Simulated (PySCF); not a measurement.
# C5H6FNSi2: runs on many settings, part 2 of 2

PySCF 2.14.0. Atoms count from 0. The steps go on from the part before.

## Step 4: Nuclear shieldings: PW91/pcseg-1

What the job is given:

```
{"job": {"kind": "nmr", "xc": "PW91", "basis": "pcseg-1", "pop": false, "grid": 3}, "charge": 0, "multiplicity": 1}
N      3.879313     0.543053     0.076869
C      2.734569     0.466013     0.036941
C      1.339369     0.308248     0.000025
C      0.520148     1.335911    -0.256631
F      1.053284     2.562357    -0.488302
Si    -1.372763     1.328007    -0.349841
C     -1.944887    -0.428954    -0.006794
C     -1.152812    -1.469107     0.251678
Si     0.725858    -1.449878     0.339890
H     -1.750498     1.758102    -1.700530
H     -1.870300     2.259518     0.668434
H     -3.018938    -0.585871    -0.026427
H     -1.610112    -2.436348     0.434256
H      1.174299    -1.843275     1.681361
H      1.289056    -2.339787    -0.682840
```

Method: GIAO PW91/pcseg-1 NMR shielding, non-relativistic, gas phase.

Standard output:

```text
coarse grid: 14552 points
cycle   1  E = -927.2504362685  dE =  1.049e+00  |g| = 6.316e-01  |ddm| = 4.555e+00
cycle   2  E = -926.8203701347  dE =  4.301e-01  |g| = 1.427e+00  |ddm| = 2.342e+00
cycle   3  E = -927.3033819195  dE = -4.830e-01  |g| = 4.364e-01  |ddm| = 1.861e+00
cycle   4  E = -927.3491268004  dE = -4.574e-02  |g| = 8.160e-02  |ddm| = 4.652e-01
cycle   5  E = -927.3499542982  dE = -8.275e-04  |g| = 5.718e-02  |ddm| = 1.366e-01
cycle   6  E = -927.3506960929  dE = -7.418e-04  |g| = 1.898e-02  |ddm| = 7.276e-02
cycle   7  E = -927.3507810440  dE = -8.495e-05  |g| = 8.082e-03  |ddm| = 3.109e-02
cycle   8  E = -927.3507979300  dE = -1.689e-05  |g| = 1.610e-03  |ddm| = 1.091e-02
cycle   9  E = -927.3507985899  dE = -6.598e-07  |g| = 4.442e-04  |ddm| = 2.695e-03
final grid: 195968 points
cycle  10  E = -927.4294872468  dE = -2.041e-05  |g| = 8.765e-03  |ddm| = 3.574e-02
cycle  11  E = -927.4294358762  dE =  5.137e-05  |g| = 1.773e-02  |ddm| = 2.764e-02
cycle  12  E = -927.4295046379  dE = -6.876e-05  |g| = 2.480e-03  |ddm| = 2.056e-02
cycle  13  E = -927.4295059198  dE = -1.282e-06  |g| = 7.328e-04  |ddm| = 3.394e-03
cycle  14  E = -927.4295060541  dE = -1.344e-07  |g| = 2.999e-04  |ddm| = 1.226e-03
cycle  15  E = -927.4295060759  dE = -2.172e-08  |g| = 1.111e-04  |ddm| = 3.796e-04
cycle  16  E = -927.4295060785  dE = -2.673e-09  |g| = 3.529e-05  |ddm| = 1.211e-04
cycle  17  E = -927.4295060788  dE = -2.681e-10  |g| = 1.099e-05  |ddm| = 4.478e-05
converged SCF energy = -927.4295060788

GIAO shielding tensors (ppm)
atom      isotropic    diamagn.    paramagn.     s11        s22        s33       span
  0 N      -39.726     338.415    -378.141   -170.522   -154.589    205.933    376.455
  1 C       82.782     258.387    -175.604    -19.667    -18.334    286.348    306.014
  2 C       89.815     260.959    -171.144      5.170    104.661    159.615    154.445
  3 C        2.734     248.829    -246.095    -97.462     26.129     79.534    176.996
  4 F      184.269     469.484    -285.215     22.481    158.666    371.659    349.178
  5 Si     403.327     884.122    -480.795    391.299    392.750    425.931     34.631
  6 C       46.229     254.885    -208.656    -54.916     20.723    172.881    227.797
  7 C       42.749     255.502    -212.753    -60.433      9.297    179.383    239.817
  8 Si     380.350     884.034    -503.684    353.983    373.065    414.001     60.018
  9 H       27.012      29.372      -2.361     24.083     25.109     31.843      7.759
 10 H       27.012      29.373      -2.361     24.081     25.112     31.843      7.762
 11 H       24.552      28.278      -3.725     23.668     23.712     26.278      2.610
 12 H       24.432      28.639      -4.207     23.143     23.949     26.203      3.059
 13 H       26.757      29.616      -2.859     23.690     25.187     31.394      7.704
 14 H       26.758      29.617      -2.859     23.694     25.184     31.395      7.701
```

Wall time 1.8 min (1 thread of Intel Xeon at 2.50GHz, shared host); peak memory 0.86 GiB.

Key values: δ C3 189.0, C7 149.0, C6 145.5, C1 109.0, H12 7.35, H11 7.23 ppm.

## Step 5: Shielding tensors: PBE0/pcSseg-1

Settings changed since step 4:

```diff
@@ -1,2 +1,2 @@
-{"job": {"kind": "nmr", "xc": "PW91", "basis": "pcseg-1", "pop": false, "grid": 3}, "charge": 0, "multiplicity": 1}
+{"job": {"kind": "nmr", "xc": "PBE0", "basis": "pcSseg-1", "pop": true, "scf": {"guess": "sap"}}, "charge": 0, "multiplicity": 1}
 N      3.879313     0.543053     0.076869
```

Method: GIAO PBE0/pcSseg-1 NMR shielding, non-relativistic, gas phase.

Standard output:

```text
final grid: 134720 points
cycle   1  E = -865.7702909054  dE =  5.411e+01  |g| = 1.173e+01  |ddm| = 1.017e+02
cycle   2  E = -746.6664364994  dE =  1.191e+02  |g| = 2.148e+01  |ddm| = 1.019e+02
cycle   3  E = -886.7015676337  dE = -1.400e+02  |g| = 9.373e+00  |ddm| = 1.804e+01
cycle   4  E = -888.3141141166  dE = -1.613e+00  |g| = 7.076e+00  |ddm| = 3.194e+01
cycle   5  E = -867.3271449162  dE =  2.099e+01  |g| = 1.108e+01  |ddm| = 5.224e+01
cycle   6  E = -920.9186219720  dE = -5.359e+01  |g| = 4.566e+00  |ddm| = 4.299e+01
cycle   7  E = -922.4630428650  dE = -1.544e+00  |g| = 3.435e+00  |ddm| = 4.096e+00
cycle   8  E = -917.9365955472  dE =  4.526e+00  |g| = 4.048e+00  |ddm| = 6.221e+00
cycle   9  E = -926.7158242046  dE = -8.779e+00  |g| = 9.740e-01  |ddm| = 6.471e+00
cycle  10  E = -926.6380321004  dE =  7.779e-02  |g| = 1.320e+00  |ddm| = 2.010e+00
cycle  11  E = -926.9618449978  dE = -3.238e-01  |g| = 2.280e-01  |ddm| = 1.270e+00
cycle  12  E = -926.9675719985  dE = -5.727e-03  |g| = 1.723e-01  |ddm| = 3.230e-01
cycle  13  E = -926.9747983699  dE = -7.226e-03  |g| = 2.869e-02  |ddm| = 1.689e-01
cycle  14  E = -926.9749619171  dE = -1.635e-04  |g| = 1.402e-02  |ddm| = 4.184e-02
cycle  15  E = -926.9750096615  dE = -4.774e-05  |g| = 3.927e-03  |ddm| = 1.582e-02
cycle  16  E = -926.9750122116  dE = -2.550e-06  |g| = 2.262e-03  |ddm| = 4.241e-03
cycle  17  E = -926.9750133479  dE = -1.136e-06  |g| = 7.055e-04  |ddm| = 2.846e-03
cycle  18  E = -926.9750134594  dE = -1.116e-07  |g| = 1.986e-04  |ddm| = 8.949e-04
cycle  19  E = -926.9750134643  dE = -4.924e-09  |g| = 1.604e-04  |ddm| = 3.494e-04
cycle  20  E = -926.9750134701  dE = -5.770e-09  |g| = 2.895e-05  |ddm| = 1.517e-04
cycle  21  E = -926.9750134703  dE = -2.040e-10  |g| = 6.359e-06  |ddm| = 3.246e-05
converged SCF energy = -926.9750134703

GIAO shielding tensors (ppm)
atom      isotropic    diamagn.    paramagn.     s11        s22        s33       span
  0 N      -67.226     339.658    -406.884   -212.018   -193.771    204.112    416.130
  1 C       69.843     255.850    -186.007    -44.415    -43.561    297.506    341.921
  2 C       84.067     263.862    -179.795    -11.659    102.731    161.128    172.787
  3 C       -7.507     252.191    -259.698   -124.096     25.871     75.704    199.800
  4 F      197.423     471.214    -273.791     25.962    182.200    384.107    358.145
  5 Si     421.980     881.192    -459.212    405.684    416.391    443.865     38.181
  6 C       36.318     259.743    -223.425    -77.997     14.731    172.220    250.217
  7 C       32.434     260.129    -227.694    -83.636      2.906    178.032    261.667
  8 Si     401.951     881.284    -479.333    379.644    389.662    436.547     56.903
  9 H       26.963      28.411      -1.447     23.962     24.999     31.929      7.966
 10 H       26.963      28.411      -1.447     23.960     25.002     31.928      7.968
 11 H       24.487      28.732      -4.246     23.439     23.519     26.501      3.062
 12 H       24.366      29.050      -4.684     23.030     23.701     26.368      3.339
 13 H       26.774      28.666      -1.892     23.667     25.131     31.522      7.855
 14 H       26.775      28.666      -1.891     23.671     25.129     31.524      7.852
```

It took 1.9 min on 1 thread of Intel Xeon at 2.50GHz, shared host; peak memory 1.1 GiB.

Key values: δ C3 194.4, C7 154.5, C6 150.6, C1 117.1, H12 7.35, H11 7.23 ppm.

## Step 6: Nuclear shieldings: CAM-B3LYP/pcSseg-1

Settings changed since step 5:

```diff
@@ -1,2 +1,2 @@
-{"job": {"kind": "nmr", "xc": "PBE0", "basis": "pcSseg-1", "pop": true, "scf": {"guess": "sap"}}, "charge": 0, "multiplicity": 1}
+{"job": {"kind": "nmr", "xc": "CAM-B3LYP", "basis": "pcSseg-1", "pop": true, "scf": {"conv": 1e-06, "guess": "sap"}}, "charge": 0, "multiplicity": 1}
 N      3.879313     0.543053     0.076869
```

Method: GIAO CAM-B3LYP/pcSseg-1 NMR shielding, non-relativistic, gas phase.

Standard output:

```text
final grid: 134720 points
cycle   1  E = -871.4243657902  dE =  4.894e+01  |g| = 1.130e+01  |ddm| = 9.965e+01
cycle   2  E = -754.8398977647  dE =  1.166e+02  |g| = 2.100e+01  |ddm| = 9.995e+01
cycle   3  E = -889.7391005671  dE = -1.349e+02  |g| = 8.934e+00  |ddm| = 1.710e+01
cycle   4  E = -889.2757777892  dE =  4.633e-01  |g| = 7.649e+00  |ddm| = 2.903e+01
cycle   5  E = -902.5836393830  dE = -1.331e+01  |g| = 7.550e+00  |ddm| = 4.950e+01
cycle   6  E = -926.6308722824  dE = -2.405e+01  |g| = 2.015e+00  |ddm| = 4.254e+01
cycle   7  E = -924.8852651515  dE =  1.746e+00  |g| = 2.461e+00  |ddm| = 3.372e+00
cycle   8  E = -927.3629205951  dE = -2.478e+00  |g| = 5.873e-01  |ddm| = 2.768e+00
cycle   9  E = -927.4549494849  dE = -9.203e-02  |g| = 3.085e-01  |ddm| = 7.409e-01
cycle  10  E = -927.4693437362  dE = -1.439e-02  |g| = 1.494e-01  |ddm| = 2.809e-01
cycle  11  E = -927.4745399403  dE = -5.196e-03  |g| = 4.680e-02  |ddm| = 1.381e-01
cycle  12  E = -927.4750284775  dE = -4.885e-04  |g| = 1.931e-02  |ddm| = 4.995e-02
cycle  13  E = -927.4751198238  dE = -9.135e-05  |g| = 3.970e-03  |ddm| = 2.161e-02
cycle  14  E = -927.4751285133  dE = -8.689e-06  |g| = 9.416e-04  |ddm| = 1.077e-02
cycle  15  E = -927.4751289099  dE = -3.967e-07  |g| = 2.778e-04  |ddm| = 1.908e-03
converged SCF energy = -927.4751289099

GIAO shielding tensors (ppm)
atom      isotropic    diamagn.    paramagn.     s11        s22        s33       span
  0 N      -67.900     341.129    -409.029   -215.913   -197.084    209.296    425.209
  1 C       67.337     256.355    -189.018    -50.660    -49.023    301.695    352.355
  2 C       79.476     264.305    -184.829    -22.256     99.990    160.695    182.951
  3 C      -13.929     252.378    -266.307   -137.119     22.914     72.418    209.537
  4 F      211.680     471.688    -260.008     44.077    198.612    392.352    348.275
  5 Si     414.230     880.890    -466.659    398.754    405.911    438.026     39.272
  6 C       32.012     259.536    -227.524    -88.087     12.095    172.028    260.116
  7 C       27.676     259.905    -232.229    -93.998      0.070    176.956    270.953
  8 Si     395.347     881.076    -485.729    372.330    383.159    430.552     58.222
  9 H       27.160      28.700      -1.540     24.176     25.224     32.081      7.905
 10 H       27.160      28.700      -1.540     24.173     25.226     32.081      7.907
 11 H       24.701      28.697      -3.996     23.605     23.685     26.814      3.209
 12 H       24.572      29.044      -4.472     23.131     23.913     26.672      3.541
 13 H       26.995      29.020      -2.026     23.904     25.361     31.719      7.815
 14 H       26.996      29.021      -2.025     23.908     25.360     31.720      7.812
```

Run time: 2.1 min. Hardware: 1 thread of Intel Xeon at 2.50GHz, shared host; peak memory 1.1 GiB.

This run: δ C3 199.0, C7 157.4, C6 153.1, C1 117.8, H12 7.21, H11 7.08 ppm.

## Step 7: Side by side: NMR shifts

Shifts (ppm) of some atoms, chosen among heavy atoms and hydrogens apart, means over like atoms, with basis size and wall time:

```
               run     C3     C7     C6   H13    H9     N0     F4  functions     time
   wB97X-D/cc-pVDZ  184.6  145.7  141.9  4.83  4.60  298.9  -20.1        164  1.7 min
    HSE06/6-311G**  191.9  152.3  148.6  5.13  4.91  336.4  -35.5        214  2.9 min
      PW91/pcseg-1  189.0  149.0  145.5  5.02  4.77  309.1  -33.3        164  1.8 min
     PBE0/pcSseg-1  194.4  154.5  150.6  4.94  4.75  335.0  -26.5        197  1.9 min
CAM-B3LYP/pcSseg-1  199.0  157.4  153.1  4.78  4.62  337.3  -28.5        197  2.1 min
```

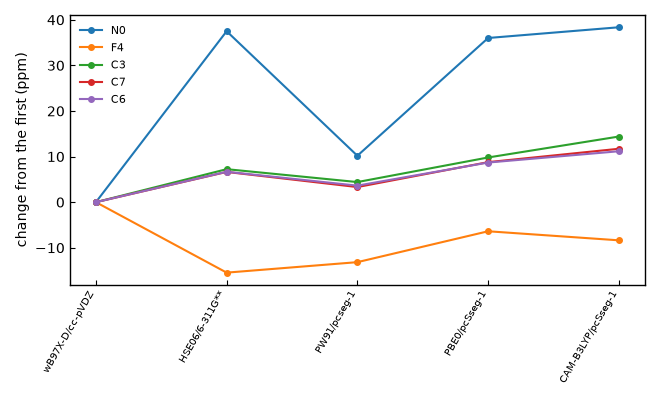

How five of the tabulated atoms move from run to run.

## Step 8: What came out

This closing draws on all 2 parts.

| quantity | value |
| --- | --- |
| ¹³C shifts against TMS (wB97X-D/cc-pVDZ) | 184.6, 145.7, 141.9, 107.3, 102.0 ppm |
| ¹H shifts against TMS (wB97X-D/cc-pVDZ, means over atoms taken as alike) | 7.24, 7.10, 4.83, 4.60 ppm |
| ¹⁵N shifts against NH3 (wB97X-D/cc-pVDZ) | 298.9 ppm |
| ¹⁹F shifts against CFCl3 (wB97X-D/cc-pVDZ) | -20.1 ppm |
| ²⁹Si shifts against TMS (wB97X-D/cc-pVDZ) | -50.1, -67.4 ppm |
| surface potential, 1st and 99th percentile | -1.77 V and 1.65 V |
| range of the shift of N0 | 298.9 to 337.3 ppm |

What this shows: Single values in the summary come from the first run of each kind that ended normally (wB97X-D/cc-pVDZ), which need not be the best level. At wB97X-D/cc-pVDZ: The widest tensor belongs to N0: span 378 ppm, with a paramagnetic part of -368 ppm. In ppm, N0 moves most: its shift spreads over 38.4 ppm, from 298.9 (wB97X-D/cc-pVDZ) to 337.3 (CAM-B3LYP/pcSseg-1).
